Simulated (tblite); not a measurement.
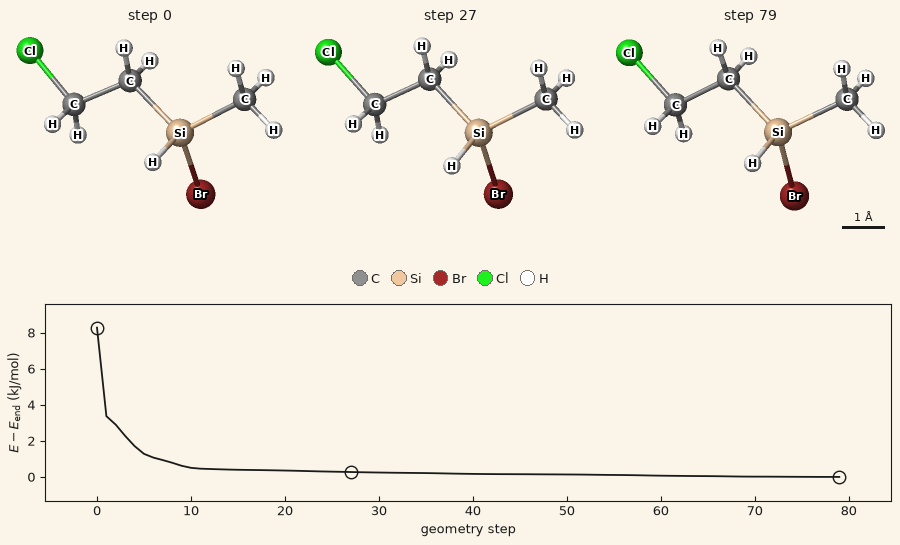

Frames of a relaxation of C₃H₈BrClSi, marked on the history of the run. The picture is a ball-and-stick view, seen at a tilt.

Computed with tblite, GFN2-xTB geometry optimisation, gas phase. 

Q: What happens along the run?

A: The largest move after the best rigid fit is that of the Br atom, 0.18 Å. By element the largest moves are Br 0.18 Å, H 0.17 Å, Cl 0.11 Å, Si 0.10 Å, C 0.08 Å. Some distances before and after: C–Si 1.836 → 1.890 Å, C–Si 1.875 → 1.902 Å, C–Cl 1.773 → 1.793 Å, C–H 1.106 → 1.090 Å. Among the angles between lasting bonds that change: Br–Si–H 108.4° → 104.3°, C–Si–H 110.7° → 113.7°, C–Si–H 109.0° → 112.0°. The energy falls by 8.28 kJ/mol in 79 geometry steps. The run took 0.46 s on 1 thread of Arm Neoverse V2, with other jobs on the host. From step 0 to 27: an H atom moves most (0.09 Å), energy −8.01 kJ/mol. From step 27 to 79: H atoms move most (0.14 Å), energy −0.27 kJ/mol.
